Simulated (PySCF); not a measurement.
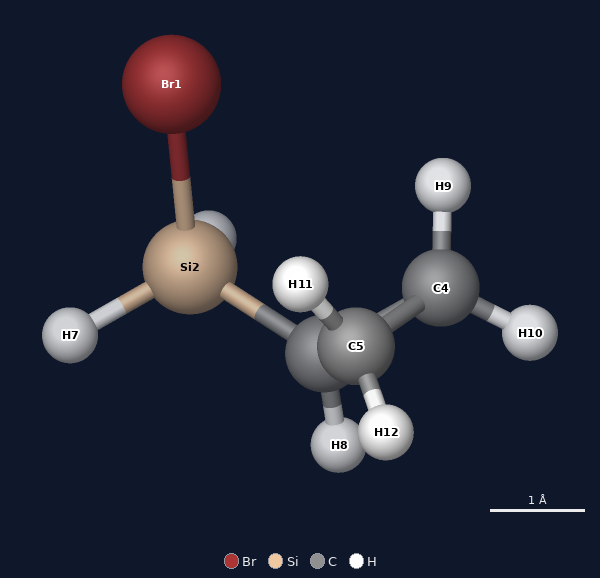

The structure (ball-and-stick view, seen at a tilt; atoms are numbered from 1 in the order of the input). Bond lengths as drawn: Br–Si 2.24 Å, C–C 1.49 to 1.51 Å, C–H 1.09 to 1.10 Å, C–Si 1.86 Å and H–Si 1.49 Å.

# Two runs on C3H7BrSi

System: C3H7BrSi.
Method of run 1: TDDFT PBE/def2-SVPD, vertical, gas phase, core orbitals frozen in the response (PySCF 2.14.0).

The geometry comes from this level: PBE0-D3(BJ)/def2-SVP. Text and figures count atoms from 1; the logs count them from 0 in places.

### The input, run 1
```
{"job": {"kind": "uv", "xc": "PBE", "basis": "def2-SVPD", "ip": true}, "charge": 0, "multiplicity": 1}
Br     1.660060     1.827693     2.180932
Si     1.500273     0.895938     0.150707
C     -0.293364     0.585948    -0.219198
C     -1.267659     0.164591     0.853963
C     -1.379537     1.523226     0.249438
H      2.294231    -0.365913     0.182535
H      2.117208     1.843883    -0.821304
H     -0.453230     0.133488    -1.206241
H     -0.901970     0.094019     1.883119
H     -2.012820    -0.589499     0.587372
H     -1.089205     2.379555     0.866136
H     -2.203034     1.723199    -0.440860
```

The first line tells a small driver script what to run in PySCF; the rest is the geometry in Å.

Launched with:
```bash
OMP_NUM_THREADS=1 python <driver script> task.json out
```

Hardware: 1 CPU thread, shared host.

### Output (run 1)
```
coarse grid: 46592 points
cycle   1  E = -2980.9613806208  dE = -7.450e-01  |g| = 4.547e-01  |ddm| = 4.900e+00
cycle   2  E = -2980.8643362246  dE =  9.704e-02  |g| = 7.396e-01  |ddm| = 1.572e+00
cycle   3  E = -2981.0150676762  dE = -1.507e-01  |g| = 8.121e-02  |ddm| = 1.078e+00
cycle   4  E = -2981.0166670202  dE = -1.599e-03  |g| = 1.691e-02  |ddm| = 2.110e-01
cycle   5  E = -2981.0167243422  dE = -5.732e-05  |g| = 1.155e-02  |ddm| = 5.315e-02
cycle   6  E = -2981.0167604187  dE = -3.608e-05  |g| = 2.144e-03  |ddm| = 2.076e-02
cycle   7  E = -2981.0167617460  dE = -1.327e-06  |g| = 4.558e-04  |ddm| = 4.475e-03
final grid: 96232 points
cycle   8  E = -2981.0167348107  dE = -3.431e-08  |g| = 7.432e-04  |ddm| = 1.122e-02
cycle   9  E = -2981.0167345171  dE =  2.936e-07  |g| = 1.298e-03  |ddm| = 3.212e-03
cycle  10  E = -2981.0167349525  dE = -4.354e-07  |g| = 9.413e-05  |ddm| = 1.997e-03
cycle  11  E = -2981.0167349549  dE = -2.373e-09  |g| = 1.490e-05  |ddm| = 1.919e-04
cycle  12  E = -2981.0167349549  dE = -7.731e-11  |g| = 3.555e-06  |ddm| = 3.620e-05
converged SCF energy = -2981.0167349549

Static polarisability (au): isotropic 84.167, principal 73.707 85.679 93.113

Singlet excitations
state   eV       nm        f      main configurations
  1   6.0241    205.8   0.01106   H->L 0.99
  2   6.0980    203.3   0.00847   H-1->L 0.98
  3   6.4815    191.3   0.00599   H-2->L 0.97
  4   6.5381    189.6   0.02100   H-3->L 0.95
  5   6.8855    180.1   0.00018   H->L+1 0.99
  6   6.9871    177.4   0.01807   H-1->L+1 0.97
  7   7.2920    170.0   0.00125   H->L+2 0.99
  8   7.4127    167.3   0.00320   H-3->L+1 0.39, H-4->L 0.34, H-2->L+1 0.21
  9   7.4154    167.2   0.00956   H-2->L+1 0.68, H-3->L+1 0.17
 10   7.4373    166.7   0.00425   H-1->L+2 0.43, H-3->L+1 0.25, H-4->L 0.20

Triplet excitations (Tamm-Dancoff, eV): 5.7127 5.8171 6.3222 6.3606
Vertical ionisation energy (delta-SCF) = 9.7955 eV
```

For run 2 the input was changed thus:
```diff
-"xc": "PBE"
+"xc": "BHandHLYP"
```

How does run 2 compare with run 1?

The total energies belong to different methods, so their difference says nothing on which is more stable or more accurate. The HOMO goes from −6.95 to −9.33 eV. The LUMO goes from −1.05 to 0.56 eV. The dipole moment goes from 1.99 to 2.11 D. The lowest excitation goes from 6.02 to 7.02 eV. The strongest computed line goes from 6.54 to 8.26 eV. The functional changes from PBE to BHandHLYP. Exact exchange removes part of the self-interaction error of semilocal functionals, which pushes filled and empty levels apart. The SCF takes 10 iterations against 12.

### Output (run 2)
```
coarse grid: 46592 points
cycle   1  E = -2981.6054320119  dE = -5.221e-01  |g| = 2.813e-01  |ddm| = 4.484e+00
cycle   2  E = -2981.6217596960  dE = -1.633e-02  |g| = 1.852e-01  |ddm| = 9.491e-01
cycle   3  E = -2981.6318441056  dE = -1.008e-02  |g| = 4.598e-02  |ddm| = 3.799e-01
cycle   4  E = -2981.6323431640  dE = -4.991e-04  |g| = 9.321e-03  |ddm| = 7.895e-02
cycle   5  E = -2981.6323615854  dE = -1.842e-05  |g| = 2.494e-03  |ddm| = 1.976e-02
cycle   6  E = -2981.6323632548  dE = -1.669e-06  |g| = 5.106e-04  |ddm| = 4.796e-03
final grid: 96232 points
cycle   7  E = -2981.6323428914  dE = -6.070e-08  |g| = 4.204e-04  |ddm| = 5.279e-03
cycle   8  E = -2981.6323429001  dE = -8.726e-09  |g| = 3.664e-04  |ddm| = 1.359e-03
cycle   9  E = -2981.6323429300  dE = -2.989e-08  |g| = 1.726e-05  |ddm| = 5.662e-04
cycle  10  E = -2981.6323429301  dE = -1.082e-10  |g| = 7.591e-06  |ddm| = 4.399e-05
converged SCF energy = -2981.6323429301

Static polarisability (au): isotropic 78.953, principal 70.004 80.622 86.232

Singlet excitations
state   eV       nm        f      main configurations
  1   7.0236    176.5   0.01857   H->L 0.91
  2   7.1386    173.7   0.02079   H-1->L 0.89
  3   8.0209    154.6   0.00703   H-2->L 0.83
  4   8.1111    152.9   0.01317   H-3->L 0.78
  5   8.1459    152.2   0.00020   H->L+1 0.77, H->L+4 0.09
  6   8.2598    150.1   0.03532   H-1->L+1 0.83
  7   8.4442    146.8   0.00239   H->L+3 0.67
  8   8.5448    145.1   0.00757   H-2->L+1 0.56, H->L+4 0.16, H-2->L+4 0.09
  9   8.5608    144.8   0.00742   H-3->L+1 0.49, H-1->L+3 0.18, H-1->L+4 0.15
 10   8.6946    142.6   0.02276   H-1->L+3 0.47, H-1->L+4 0.23

Triplet excitations (Tamm-Dancoff, eV): 6.6027 6.7315 7.7676 7.7724
Vertical ionisation energy (delta-SCF) = 10.4641 eV
```

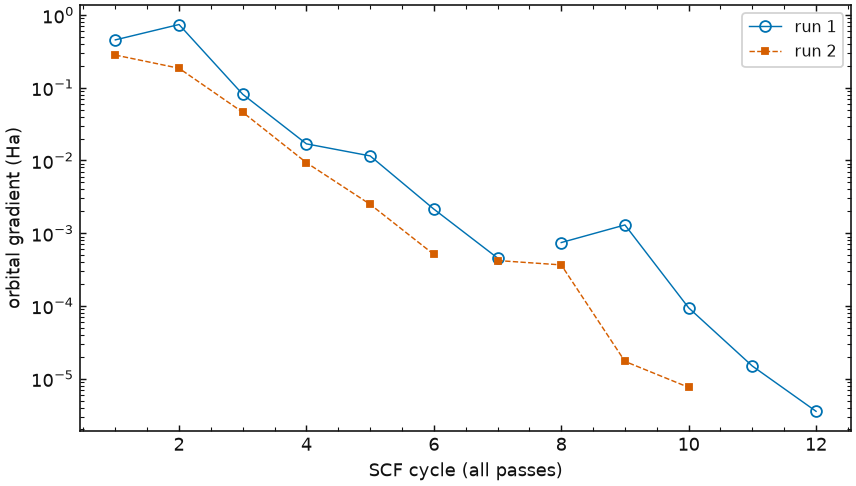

Convergence of the two runs: orbital gradient against the SCF cycle. A break in a curve parts two SCF passes (coarse and final grid). Run 1 takes 12 cycles in all, and run 2 takes 10.

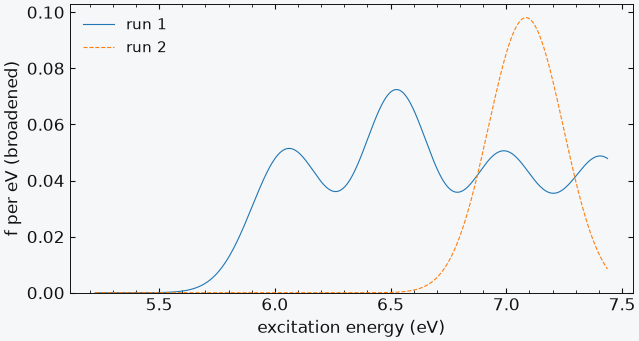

Absorption of the two runs from their computed states, each broadened by a Gaussian of 0.35 eV full width; the range ends where the shorter list of states ends.

### The two runs side by side

| quantity | run 1 | run 2 |
| --- | --- | --- |
| outcome | converged | converged |
| total energy (hartree) | −2981.016735 | −2981.632343 |
| HOMO (eV) | −6.95 | −9.33 |
| LUMO (eV) | −1.05 | 0.56 |
| dipole moment (D) | 1.99 | 2.11 |
| lowest excitation (eV) | 6.02 | 7.02 |
| SCF iterations | 12 | 10 |
| strongest computed line (eV) | 6.54 | 8.26 |
| basis functions | 181 | 181 |
| wall time (shared host) | 4.2 min | 4.8 min |

For both runs: Spin–orbit coupling is left out, which matters for the heavy atoms.
